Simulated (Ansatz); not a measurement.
# BHO (singlet): correlated methods under varied settings at distance B1–H3 = 1.580 Å

Aim: run BHO (singlet) at one geometry under a spread of methods and options, and see what each costs and gives.

Computed with Ansatz 0.2.0, Gaussian basis. Level: the settings change from run to run.

27 further runs of the same task are left out: 4 for a known fault of the program, 2 for a mislabelled method, 16 that didn't finish, 5 set aside as unsound or not needed.

### 1 The geometry

The geometry derives from a PBE0/def2-TZVP stationary point (not a proven minimum). One bond is set to the value named and the two fragments are kept rigid.

3 atoms, charge 0, spin multiplicity 1.

Atoms are counted from 1 here; the program's logs count them from 0.

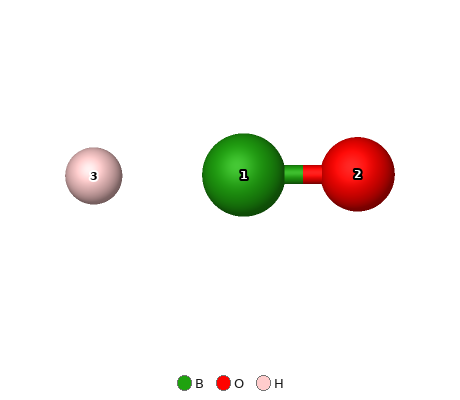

The geometry (boron green, oxygen red, hydrogen pink); atoms are numbered from 1 in the order of the file.

### 2 NEVPT2(4,5)/6-31G

File in.yaml:

```yaml
crystal:
  periodic: [false, false, false]
  atoms:
    - {symbol: B, position_ang: [0.000000, 0.000000, -0.127346]}
    - {symbol: O, position_ang: [0.000000, 0.000000, -1.325307]}
    - {symbol: H, position_ang: [0.000000, 0.000000, 1.452654]}
basis:
  gaussian: {orbitals: 6-31G}
correlation: {method: sc_nevpt2, electrons: all, active_space: {window: {electrons: 4, orbitals: 5}, states: [{multiplicity: 1, weights: [1, 1]}]}}
```

Command:

```
ansatz run in.yaml --threads 1 --pin off --events-out ev --progress --plain --max-ram 2393MiB
```

Log:

```text
Functional definition: HF
  name "HF"
  cite "Fock, Z. Phys. 61, 126 (1930) doi:10.1007/BF01340294"
  parent pbe
  exchange = exact_x
  correlation = 0
386 factors; integrals over basis functions are off by at most 1.7e-7 eV
mean field evaluation 1: about -2719.0082 eV, gradient 4.1e1 eV
mean field evaluation 2: about -2719.0130 eV, gradient 4.1e1 eV
mean field evaluation 4: about -2722.8546 eV, gradient 2.2e0 eV
mean field evaluation 8: about -2722.8901 eV, gradient 2.1e-4 eV
mean field -2722.89006572 eV, -100.0643642741 hartree, gradient 2.3e-6 eV, S^2 0.000000; 0 other end points of the search recorded, 0 dependent functions left out
reference -2722.89006572 eV, -100.0643642741 hartree; 7, 7 occupied and 13, 13 virtual orbitals, 386 factors
state -2724.87257251 eV, -100.1372200547 hartree
state -2716.29313963 eV, -99.8219317118 hartree
state -2724.87257251 eV, -100.1372200547 hartree; corrected -2728.06459743 eV, -100.2545248068 hartree
state -2716.29313963 eV, -99.8219317118 hartree; corrected -2719.17478359 eV, -99.9278301739 hartree
Total energy: -2723.61969051 eV, -100.0911774903 hartree
```

Wall time 0.48 s (1 thread of Arm Neoverse V1, shared host).

From the report: 100 determinants; active occupations (of the averaged states) 1.96, 1.47, 0.53, 0.04, 0.01.

### 3 BCCD on UHF/STO-3G

File in.yaml:

```yaml
crystal:
  periodic: [false, false, false]
  atoms:
    - {symbol: B, position_ang: [0.000000, 0.000000, -0.127346]}
    - {symbol: O, position_ang: [0.000000, 0.000000, -1.325307]}
    - {symbol: H, position_ang: [0.000000, 0.000000, 1.452654]}
basis:
  gaussian: {orbitals: STO-3G}
magnetization: {spin_polarized: true, initial_magnetization: 0}
correlation: {method: bccd, electrons: outside_noble_gas}
scf: {lower_state_search: off}
```

Same command.

Log (excerpt; [...] marks lines left out):

```text
Functional definition: HF
  name "HF"
  cite "Fock, Z. Phys. 61, 126 (1930) doi:10.1007/BF01340294"
  parent pbe
[...]
148 factors; integrals over basis functions are off by at most 4.2e-5 eV
[...]
mean field -2687.05887522 eV, -98.7475923103 hartree, gradient 6.5e-7 eV, S^2 0.000000; 0 other end points of the search recorded, 0 dependent functions left out
2 core orbitals not correlated: weight in the atoms' cores, before any rotation towards them, 1.000 or more for the frozen orbitals, at most 0.000 for the correlated occupied ones
reference -2687.05887522 eV, -98.7475923103 hartree; 5, 5 occupied and 4, 4 virtual orbitals, 148 factors
second order -3.67119896 eV of doubles, -0.00000000 eV of singles
cycle   1  -3.49884568 eV  change    1.7e-1 eV  update   1.2e-1
[...]
cycle  10  -4.05312681 eV  change    5.3e-6 eV  update   4.0e-6
Total energy: -2691.11200203 eV, -98.8965419734 hartree
Checks for a lower state left out: stability, starts, cluster_reference, orbital_swaps, neighbouring_geometries, increment
```

Run time: 0.24 s. Hardware: 1 thread of Arm Neoverse V1, shared host.

From the report: ⟨S²⟩ of the determinant 0.000 (pure singlet: 0.00); correlation -4.0531 eV; largest double amplitude 0.17.

### 4 BCCD on RHF/6-31G

Edit in.yaml of step 3 so:

```diff
@@ -7,5 +7,4 @@
 basis:
-  gaussian: {orbitals: STO-3G}
-magnetization: {spin_polarized: true, initial_magnetization: 0}
+  gaussian: {orbitals: 6-31G}
+magnetization: {spin_polarized: false}
 correlation: {method: bccd, electrons: outside_noble_gas}
-scf: {lower_state_search: off}
```

Same command.

Log (excerpt; [...] marks lines left out):

```text
Functional definition: HF
  name "HF"
  cite "Fock, Z. Phys. 61, 126 (1930) doi:10.1007/BF01340294"
  parent pbe
[...]
233 factors; integrals over basis functions are off by at most 2.3e-4 eV
[...]
mean field -2722.88994958 eV, -100.0643600061 hartree, gradient 2.3e-6 eV, S^2 0.000000; 0 other end points of the search recorded, 0 dependent functions left out
2 core orbitals not correlated: weight in the atoms' cores, before any rotation towards them, 1.000 or more for the frozen orbitals, at most 0.000 for the correlated occupied ones
reference -2722.88994958 eV, -100.0643600061 hartree; 5, 5 occupied and 13, 13 virtual orbitals, 233 factors
second order -5.40024449 eV of doubles, -0.00000000 eV of singles
cycle   1  -5.05622424 eV  change    3.4e-1 eV  update   1.1e-1
[...]
cycle  10  -5.49989159 eV  change    6.6e-6 eV  update   7.6e-6
Total energy: -2728.38984118 eV, -100.2664772942 hartree
```

Run time: 0.21 s. Hardware: 1 thread of Arm Neoverse V1, shared host.

From the report: correlation -5.4999 eV; largest double amplitude 0.13.

### 5 CCSD(T) on UHF/aug-cc-pVDZ

Edit in.yaml of step 4 so:

```diff
@@ -7,4 +7,4 @@
 basis:
-  gaussian: {orbitals: 6-31G}
-magnetization: {spin_polarized: false}
-correlation: {method: bccd, electrons: outside_noble_gas}
+  gaussian: {orbitals: aug-cc-pVDZ}
+magnetization: {spin_polarized: true, initial_magnetization: 0}
+correlation: {method: ccsd_t, electrons: outside_noble_gas}
```

Launched as before.

Log (excerpt; [...] marks lines left out):

```text
Functional definition: HF
  name "HF"
  cite "Fock, Z. Phys. 61, 126 (1930) doi:10.1007/BF01340294"
  parent pbe
[...]
532 factors; integrals over basis functions are off by at most 7.1e-4 eV
[...]
mean field -2724.61960303 eV, -100.1279235978 hartree, gradient 2.2e-6 eV, S^2 0.000000; 0 other end points of the search recorded, 0 dependent functions left out
2 core orbitals not correlated: weight in the atoms' cores, before any rotation towards them, 1.000 or more for the frozen orbitals, at most 0.000 for the correlated occupied ones
reference -2724.61960303 eV, -100.1279235978 hartree; 5, 5 occupied and 48, 48 virtual orbitals, 532 factors
second order -7.69745773 eV of doubles, -0.00000000 eV of singles
cycle   1  -7.56238457 eV  change    1.4e-1 eV  update   1.0e-1
[...]
cycle  10  -7.95319259 eV  change    2.9e-6 eV  update   6.4e-6
perturbative correction -0.29755280 eV, -0.0109348637 hartree
Total energy: -2732.87034842 eV, -100.4311328984 hartree
```

Run time: 1.5 s. Hardware: 1 thread of Arm Neoverse V1, shared host.

From the report: ⟨S²⟩ of the determinant 0.000 (pure singlet: 0.00); correlation -8.2507 eV; T1 0.021; largest double amplitude 0.06.

### 6 CISD/pcseg-2

File in.yaml:

```yaml
crystal:
  periodic: [false, false, false]
  atoms:
    - {symbol: B, position_ang: [0.000000, 0.000000, -0.127346]}
    - {symbol: O, position_ang: [0.000000, 0.000000, -1.325307]}
    - {symbol: H, position_ang: [0.000000, 0.000000, 1.452654]}
basis:
  gaussian: {orbitals: pcseg-2}
hamiltonian: {pseudopotentials: {relativity: none}}
correlation: {active_space: {ras: {orbitals: [5, 0, 67], electrons: 10, max_holes: 2, max_particles: 2}, fixed_orbitals: true}}
```

Same command.

Log:

```text
Functional definition: HF
  name "HF"
  cite "Fock, Z. Phys. 61, 126 (1930) doi:10.1007/BF01340294"
  parent pbe
  exchange = exact_x
  correlation = 0
443 factors; integrals over basis functions are off by at most 1.4e-3 eV
mean field evaluation 1: about -2721.1213 eV, gradient 4.4e1 eV
mean field evaluation 2: about -2721.1235 eV, gradient 4.4e1 eV
mean field evaluation 4: about -2725.2361 eV, gradient 2.8e0 eV
mean field evaluation 8: about -2725.2798 eV, gradient 1.8e-1 eV
mean field -2725.27997851 eV, -100.1521919491 hartree, gradient 6.0e-6 eV, S^2 0.000000; 0 other end points of the search recorded, 0 dependent functions left out
reference -2725.27997851 eV, -100.1521919491 hartree; 7, 7 occupied and 67, 67 virtual orbitals, 443 factors
state -2733.70146412 eV, -100.4616758369 hartree
Total energy: -2733.70146412 eV, -100.4616758369 hartree
```

It took 2.4 s on 1 thread of Arm Neoverse V1, shared host.

From the report: 41,734 determinants.

### 7 The runs in one table

Where basis and cores are those of an earlier FCI/6-31G run (-2728.6656 eV), and the state is the same kind, the miss against it is given.

| level | correlated | functions | energy (eV) | from FCI (meV) | time |
| --- | --- | --- | --- | --- | --- |
| NEVPT2(4,5)/6-31G (mean of several states) | all | 20 | -2723.6197 |  | 0.48 s |
| BCCD on UHF/STO-3G | outside noble gas | 11 | -2691.1120 |  | 0.24 s |
| BCCD on RHF/6-31G | outside noble gas | 20 | -2728.3898 | 275.7 | 0.21 s |
| CCSD(T) on UHF/aug-cc-pVDZ | outside noble gas | 55 | -2732.8703 |  | 1.5 s |
| CISD/pcseg-2 | outside noble gas | 74 | -2733.7015 |  | 2.4 s |

### 8 Outcome

```
quantity                      value
    runs                          5
quickest  BCCD on RHF/6-31G, 0.21 s
 slowest        CISD/pcseg-2, 2.4 s
```

Total energies in different bases, with other cores or another treatment of relativity can't be set against each other. CISD/pcseg-2 took 12 times as long as BCCD on RHF/6-31G; the jobs differ in more than the method.
